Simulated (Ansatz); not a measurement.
```
CELL_PARAMETERS angstrom
2.74438 2.74259 5.44377
-2.77048 -2.77266 5.47190
5.52350 -5.52390 0.00199
ATOMIC_POSITIONS crystal
Zn 0.49952 0.99984 0.25554
Zn 0.99858 0.50074 0.74306
Ag 0.01469 0.98763 0.00854
Cu 0.49275 0.50735 0.49190
Ag 0.51307 0.98900 0.74382
Cu 0.99241 0.50829 0.25676
Sn 0.49912 0.49753 0.00462
Sn 0.99885 0.00402 0.49602
S 0.63030 0.63208 0.26211
S 0.11984 0.13766 0.74756
S 0.11206 0.60225 0.00386
S 0.61556 0.14694 0.48672
S 0.62895 0.60332 0.73632
S 0.13455 0.14867 0.25545
S 0.62079 0.11809 0.01268
S 0.12894 0.61658 0.49505
```

Space group P1; a generated structure, not necessarily the stable one; computed without spin polarisation.

These are results of DFT PBEsol, scalar-relativistic, plane waves, PAW in Ansatz, not measurements.

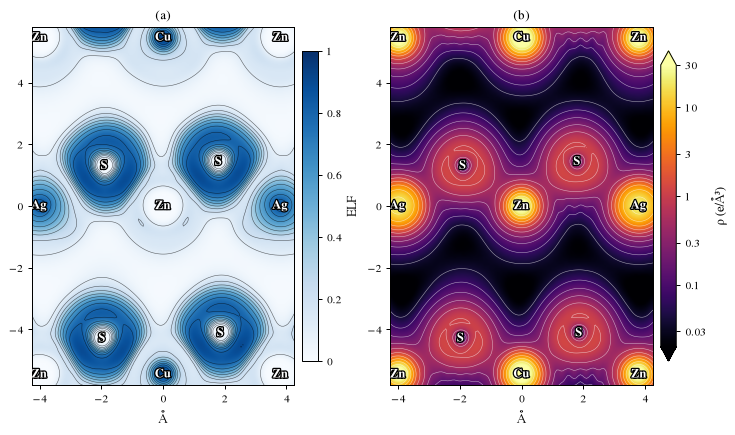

ZnCuAgSnS4. (a) ELF; (b) valence charge density (pseudo) on the (11̄0) plane of the conventional cell.

What do the fields say about this system?

The plane passes through Zn, Ag, Cu and S nuclei. Cu–S (2.30 Å): the density is about 0.53 e/Å³ at the midpoint; the ELF peaks at about 0.90 in the valence shell of S, 0.8 Å from its nucleus, and is about 0.45 at the midpoint. Zn–S (2.30 Å): the density is about 0.54 e/Å³ at the midpoint; the ELF peaks at about 0.90 in the valence shell of S, 0.8 Å from its nucleus, and is about 0.55 at the midpoint. Ag–S (2.47 Å): ρ at the midpoint is about 0.46 e/Å³; the ELF peaks at about 0.90 in the valence shell of S, 0.8 Å from its nucleus, and drops to about 0.15 between the two atoms. Zn–S (2.35 Å): ρ at the midpoint is about 0.5 e/Å³; the ELF peaks at about 0.90 in the valence shell of S, 0.8 Å from its nucleus, and is about 0.55 at the midpoint. Between the atoms the lowest density in this plane is 0.02 e/Å³. The features right at Ag and Cu lie inside the PAW spheres, where the map follows smoothed inner orbitals and isn't to be read closely.
